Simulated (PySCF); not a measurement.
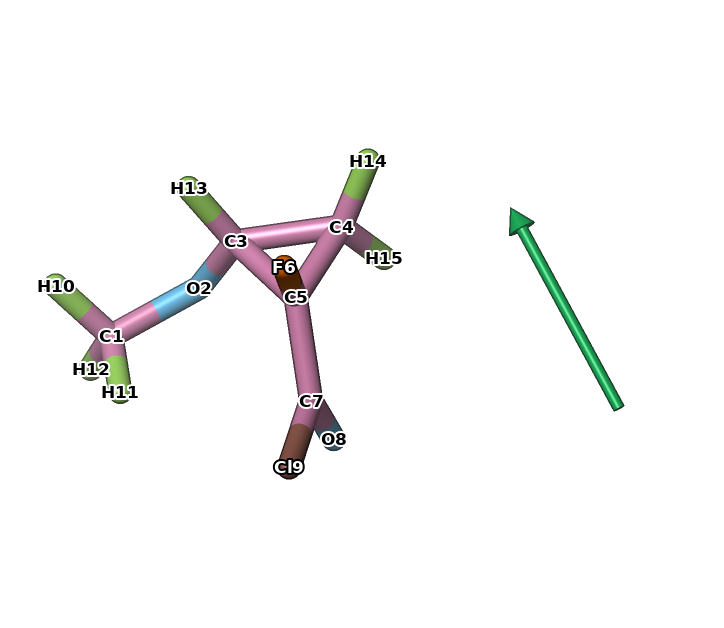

The arrow beside the molecule shows the direction of the dipole moment, from the negative to the positive end (its length means nothing). The geometry was computed by an optimisation with GFN2-xTB. No frequency run is at hand to confirm it as a minimum. Level of theory: PBE0/def2-SVPD, gas phase (PySCF 2.14.0).

### How large is the dipole moment?

2.84 D; it points from the side of Cl9 to the side of H13 (the outermost atoms at the two ends).
